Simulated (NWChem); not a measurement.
**triplet CH6Ge: levels of theory compared**

Wanted: a comparison of 3 runs (UHF/STO-3G, UHF/3-21G, UB3LYP/6-31G*) of triplet CH6Ge. 

The results are computed with NWChem 7.3.0.

2 further runs of the same task are left out: 2 set aside as unsound or not needed.

### 1 Starting point

CH6Ge: 8 atoms, total charge 0, spin state triplet. SMILES of the parent species: `[CH3][GeH3]`. Geometry: relaxed at PBE0-D4/def2-TZVP. That shape belongs to the parent species and isn't relaxed for this state.

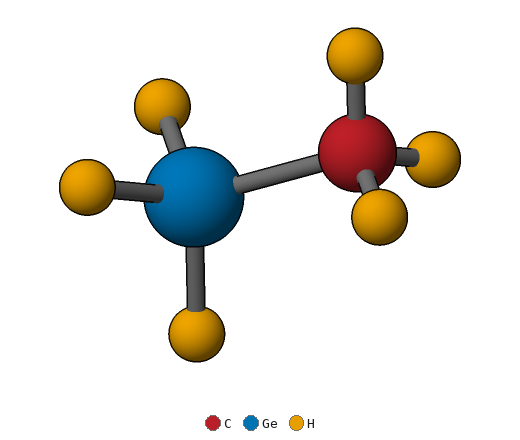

The structure, seen from a chosen angle (carbon red, germanium blue, hydrogen amber).

### 2 A single-point energy at UHF/STO-3G (run 1)

Input file calc.nw:

```
START calc
memory stack 880 mb heap 220 mb global 1100 mb
charge 0

GEOMETRY units angstroms noautosym nocenter noautoz
   C     -0.310900     0.190300    -0.971400
   Ge     0.296900    -0.181900     0.846700
   H     -1.380100     0.404200    -0.976500
   H      0.218800     1.052200    -1.378400
   H     -0.124600    -0.669400    -1.616000
   H      0.030700     1.028200     1.760100
   H      1.807100    -0.479600     0.857700
   H     -0.445700    -1.401200     1.422100
END

BASIS spherical bse
   * library STO-3G
END

SCF
   triplet
   uhf
   thresh 1e-08
   maxiter 80
   print low
END

TASK scf
```

Run with:

```bash
$ nwchem calc.nw > calc.out
```

Log:

```text
[...]
  functions       =    29
[...]
  wavefunction    = UHF
[...]
         Total SCF energy =  -2092.242030306650
      One electron energy =  -3175.272887462919
      Two electron energy =    963.035941505056
 Nuclear repulsion energy =    119.994915651213
                       Sz =      1.0000
                 Sz(Sz+1) =      2.0000
                      S^2 =      2.0137
[...]
```

Wall time 2.4 s (1 thread of Intel Xeon 6975P-C (Granite Rapids), shared host); peak memory 0.094 GiB.

### 3 A single-point energy at UHF/3-21G (run 2)

Input file input.xyz:

```xyz
8
CH6Ge
C     -0.310900     0.190300    -0.971400
Ge     0.296900    -0.181900     0.846700
H     -1.380100     0.404200    -0.976500
H      0.218800     1.052200    -1.378400
H     -0.124600    -0.669400    -1.616000
H      0.030700     1.028200     1.760100
H      1.807100    -0.479600     0.857700
H     -0.445700    -1.401200     1.422100
```

Input file input.nw:

```
start input
title "CH6Ge"
memory stack 880 mb heap 220 mb global 1100 mb

geometry noautosym nocenter noautoz
load input.xyz
end

basis spherical bse
* library 3-21G
end

scf
triplet
uhf
thresh 1e-08
maxiter 80
print medium
end

task scf energy
```

Run with:

```bash
$ nwchem input.nw > input.out
```

Log:

```text
[...]
  functions       =    43
[...]
  wavefunction    = UHF
[...]
         Total SCF energy =  -2106.154456259690
      One electron energy =  -3175.983527065462
      Two electron energy =    949.834155154559
 Nuclear repulsion energy =    119.994915651213
                       Sz =      1.0000
                 Sz(Sz+1) =      2.0000
                      S^2 =      2.0088
[...]
```

It took 2.8 s on 1 thread of Intel Xeon 6975P-C (Granite Rapids), shared host; peak memory 0.097 GiB.

### 4 A single-point energy at UB3LYP/6-31G(d) (Cartesian functions) (run 3)

Input file ch6ge.xyz:

```xyz
8
CH6Ge
C     -0.310900     0.190300    -0.971400
Ge     0.296900    -0.181900     0.846700
H     -1.380100     0.404200    -0.976500
H      0.218800     1.052200    -1.378400
H     -0.124600    -0.669400    -1.616000
H      0.030700     1.028200     1.760100
H      1.807100    -0.479600     0.857700
H     -0.445700    -1.401200     1.422100
```

Input file ch6ge.nw:

```
start ch6ge
title "CH6Ge"
memory stack 880 mb heap 220 mb global 1100 mb
geometry noautosym nocenter noautoz
  load ch6ge.xyz
end
basis "ao basis" cartesian
  * library 6-31G*
end
dft
  xc b3lyp
  mult 3
  grid xfine
  convergence energy 1e-08
  maxiter 100
  mulliken
end
task dft energy
```

Run with:

```bash
$ nwchem ch6ge.nw > ch6ge.out
```

Log:

```text
[...]
          Wavefunction type:  spin polarized.
          No. of atoms     :     8
          No. of electrons :    44
[...]
          Charge           :     0
          Spin multiplicity:     3
[...]
          AO basis - number of functions:    62
[...]
              XC Information
              --------------
                         B3LYP Method XC Potential
                     Hartree-Fock (Exact) Exchange  0.200
                        Slater Exchange Functional  0.800 local
                    Becke 1988 Exchange Functional  0.720 non-local
              Lee-Yang-Parr Correlation Functional  0.810
                  VWN I RPA Correlation Functional  0.190 local
[...]
 d= 0,ls=0.0,diis     1  -2118.1410754235 -2.24D+03  1.80D-02  2.67D-01     3.4
[...]
 d= 0,ls=0.0,diis    12  -2118.1854607710 -4.27D-10  4.64D-06  4.31D-11    34.8
[...]
         Total DFT energy =    -2118.185460771021
      One electron energy =    -3185.616073520133
           Coulomb energy =     1034.042320558900
    Exchange-Corr. energy =      -86.606623461001
 Nuclear repulsion energy =      119.994915651213
[...]
      Total Density - Mulliken Population Analysis
     ---------------------------------------------
    Atom       Charge   Shell Charges
 -----------   ------   -------------------------------------------------------
    1 C    6     6.32   1.99  0.75  2.01  0.57  0.97  0.03
    2 Ge  32    32.60   2.00  1.99  6.00  1.93  5.99  1.40  2.11  0.16  0.89  6.92  2.95  0.26
    3 H    1     0.79   0.51  0.28
    4 H    1     0.79   0.51  0.28
    5 H    1     0.79   0.51  0.28
    6 H    1     0.90   0.47  0.43
    7 H    1     0.90   0.47  0.43
    8 H    1     0.90   0.47  0.43
[...]
      <S2> =      2.0022 (Exact =     2.0000)
[...]
```

Run time: 36 s. Hardware: 1 thread of Intel Xeon 6975P-C (Granite Rapids), shared host; peak memory 0.13 GiB.

### 5 Overview of the runs

```csv
run,level,Cartesian functions,iteration cap,energy (Eh),⟨S²⟩,wall time
1,UHF/STO-3G,no,80,-2092.242030,2.014,2.4 s
2,UHF/3-21G,no,80,-2106.154456,2.009,2.8 s
3,UB3LYP/6-31G* (Cartesian functions),yes,100,-2118.185461,2.002,36 s
```

### 6 What came out

| quantity | value |
| --- | --- |
| run 3: total energy | -2118.18546 Eh |
| run 3: dipole moment | 2.96 D |
| run 3: HOMO energy (highest over α and β) | -1.24 eV |
| run 3: ⟨S²⟩ | 2.002 |

**Reading.** In run 1 the basis is minimal, so the values are rough. All runs together took 41 s, the longest 36 s.
